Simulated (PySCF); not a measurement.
Consider C2H12BN2Si2 (SMILES C[B]N([SiH3])[SiH2]NC) (doublet).

```xyz
19

C     2.5291   -1.3987    0.7739
B     1.1319   -0.6796    0.7387
N     0.7671    0.5440    0.2122
Si    1.6585    1.8388   -0.5577
Si   -0.9687    0.5926    0.5398
N    -1.7199   -0.6768   -0.3393
C    -3.1514   -0.8047   -0.4110
H     2.8644   -1.5784    1.7941
H     2.4982   -2.3710    0.2843
H     3.2970   -0.8028    0.2755
H     1.5401    3.0083    0.3132
H     3.0497    1.4150   -0.7009
H     1.0454    2.0659   -1.8675
H    -1.2671    0.4759    1.9682
H    -1.4272    1.9278    0.0885
H    -1.2596   -1.0284   -1.1646
H    -3.4331   -1.8465   -0.5772
H    -3.5937   -0.1952   -1.2076
H    -3.5705   -0.4770    0.5369
```

Geometry: GFN2-xTB.

Theory: UKS B3LYP, pcH-1 on B C H N Si, non-relativistic, mean-field spin-orbit, GIAO (PySCF 2.14.0, density-fitted response routines).

Predict the electron density, electron localisation function and spin density between the atoms.

B–N (1.38 Å): ρ at the midpoint is about 1.9 e/Å³; the ELF peaks at about 0.90 between the atoms; a short, strongly polar bond.
C–B (1.57 Å): the density is about 1.4 e/Å³ at the midpoint; the ELF peaks at about 1 between the atoms: a shared electron pair.
Si–N (1.77 Å): the density is about 0.98 e/Å³ at the midpoint; the ELF peaks at about 0.90 between the atoms; a shared but strongly polarised pair.
The unpaired spin (1 electron) lies mostly on B2 (about 0.6), C1 (about 0.1) and Si5 (about 0.1), in electrons by Hirshfeld's partition.

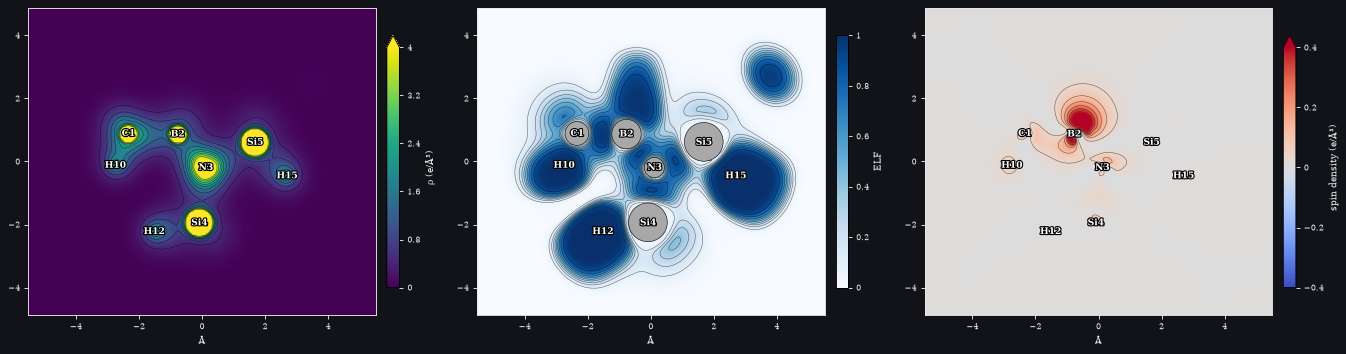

Computed electron density, electron localisation function and spin density on the plane of atoms Si4, N3 and Si5, in this order. Grey discs cover the atomic cores in the ELF map. 
